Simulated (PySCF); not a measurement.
H$_{10}$SeSi$_{4}$

The calculation's input:

```
{"job": {"kind": "uv", "xc": "B3LYP", "basis": "def2-SVPD", "nstates": 8, "ntriplets": 3}, "charge": 0, "multiplicity": 1}
Si     2.578833    -0.020414     0.157219
Si     0.763238     0.575860     1.476001
Si    -1.302909     0.379321     0.378499
Si    -1.894004    -1.641421    -0.617961
Se    -1.238632     1.895121    -1.420871
H      2.417546    -1.394560    -0.326694
H      2.703936     0.845656    -1.014004
H      3.852235     0.039294     0.877048
H      0.643775    -0.258952     2.681465
H      0.913236     1.942986     2.003354
H     -2.431145     0.936763     1.146624
H     -3.178782    -1.632006    -1.316181
H     -1.959819    -2.652090     0.439040
H     -0.871712    -2.060736    -1.578472
H     -1.000209     3.053168    -0.619221
```

Launched as:

```sh
OMP_NUM_THREADS=1 python probes_run.py task.json out
```

Geometry: GFN2-xTB.

Level of theory: PySCF, B3LYP/def2-SVPD, SCF density, gas phase.

### Predict the electron density and electron localisation function between the atoms.

Si–Si (2.35 Å): ρ is about 0.63 e/Å³ halfway; the ELF peaks at about 1 between the atoms; localised, covalent bonding.
Si–H (1.47 Å): the density is about 0.76 e/Å³ at the midpoint; the ELF climbs to about 1 towards the hydrogen, as it does in any bond to H.

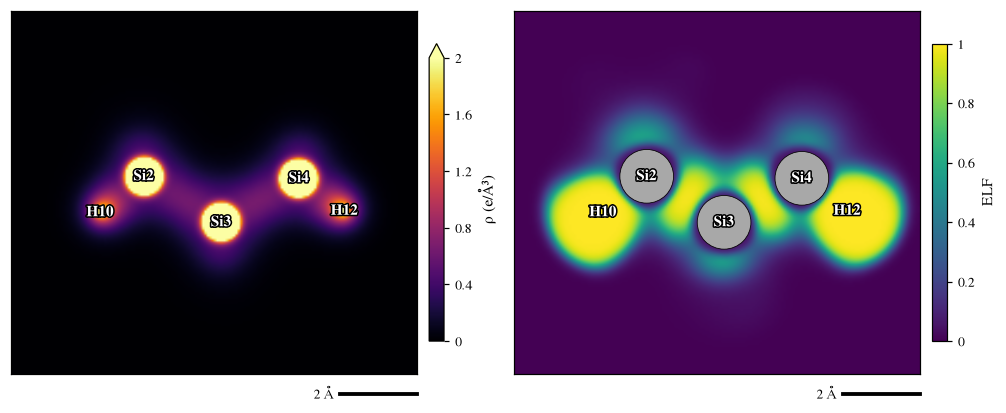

Computed electron density and electron localisation function on the plane of atoms Si3, Si4 and H12, in this order. Grey discs cover the atomic cores in the ELF map. 
